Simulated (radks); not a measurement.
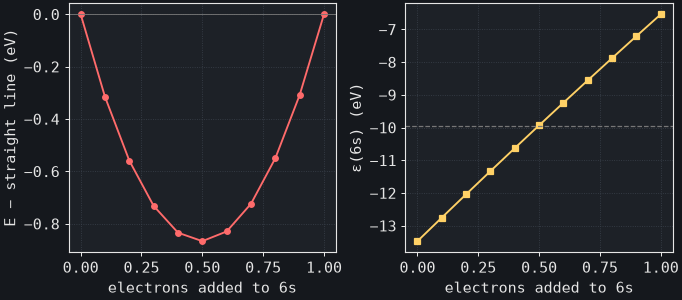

The occupation of the 6s shell is varied from Ir⁺ ([Xe] 4f14 5d7 6s1) to Ir ([Xe] 4f14 5d7 6s2), with spherical fractional occupations. The plot shows the total energy less the straight line between the end points, and the eigenvalue of 6s (the dashed line is minus the energy to take the whole electron out). The values are computed.

Question: Was this Hartree-Fock or a semilocal functional, and how does the plot tell?

Answer: It was a semilocal functional (LDA, GGA or meta-GGA): scalar-relativistic Kohn-Sham, r2SCAN, spin-unpolarised, spherical densities, finite nucleus, computed with the in-house radial solver radks. The curve is convex (below the straight line), with the largest deviation among the points computed, −0.87 eV, at 0.5. The end points differ by 9.95 eV, the energy to take the electron out. The eigenvalue, which is the slope of the energy (Janak's theorem), moves from −13.5 eV at 0 to −6.54 eV at 1; for a straight line it would stay constant, and a parabola would sag by an eighth of this change, scaled to a whole electron, 0.87 eV. Convexity is the delocalisation error: fractional charges are too low in energy. For an s shell Hartree-Fock would as a rule bend the other way.
